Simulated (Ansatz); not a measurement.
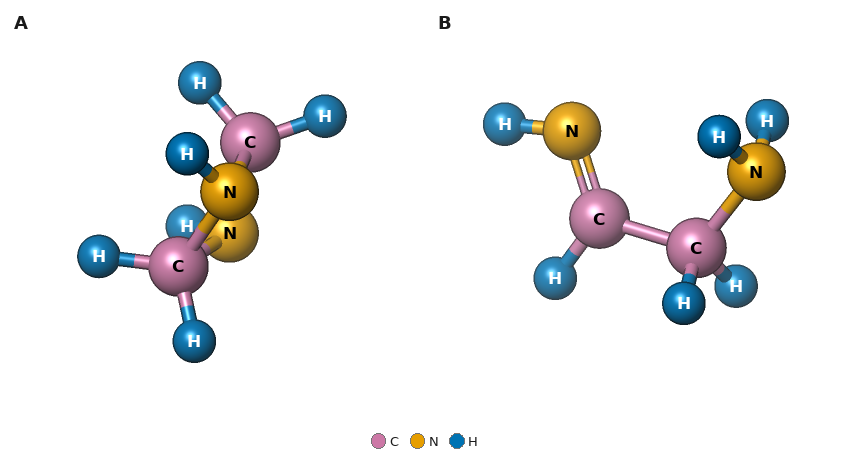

2 stationary structures of one formula. Geometries: PBE0-D4/def2-TZVP. Electronic energies: ωB97M-V/def2-SVP (Ansatz 0.2.0), without zero-point energy. Each is one conformer, not always the lowest.

Are they conformers, stereoisomers or constitutional isomers?

They are constitutional isomers of C2H6N2: A `C1NCN1`, B `[H]/N=C/CN`.

Rank them by energy, lowest first.

B is lowest (a minimum); A lies 20.1 kcal/mol above it (a minimum).

Give E(B) − E(A) in kcal/mol at these levels too: revPBE-D4/def2-TZVPP; ωB97X-V/def2-TZVPP; PBE-QIDH (frozen core)/def2-TZVPP; ωB97M-V/def2-QZVPP; CAM-B3LYP-D4/def2-TZVPP; PBE0-D4/def2-SVP; r2SCANh-D4/def2-TZVPP; r2SCAN0-D4/def2-TZVPP.

```json
{"level": "revPBE-D4/def2-TZVPP", "E(B) − E(A) (kcal/mol)": "−21.5"}
{"level": "ωB97X-V/def2-TZVPP", "E(B) − E(A) (kcal/mol)": "−19.8"}
{"level": "PBE-QIDH (frozen core)/def2-TZVPP", "E(B) − E(A) (kcal/mol)": "−19.4"}
{"level": "ωB97M-V/def2-QZVPP", "E(B) − E(A) (kcal/mol)": "−21.7"}
{"level": "CAM-B3LYP-D4/def2-TZVPP", "E(B) − E(A) (kcal/mol)": "−22.8"}
{"level": "PBE0-D4/def2-SVP", "E(B) − E(A) (kcal/mol)": "−18.7"}
{"level": "r2SCANh-D4/def2-TZVPP", "E(B) − E(A) (kcal/mol)": "−22.4"}
{"level": "r2SCAN0-D4/def2-TZVPP", "E(B) − E(A) (kcal/mol)": "−21.3"}
```
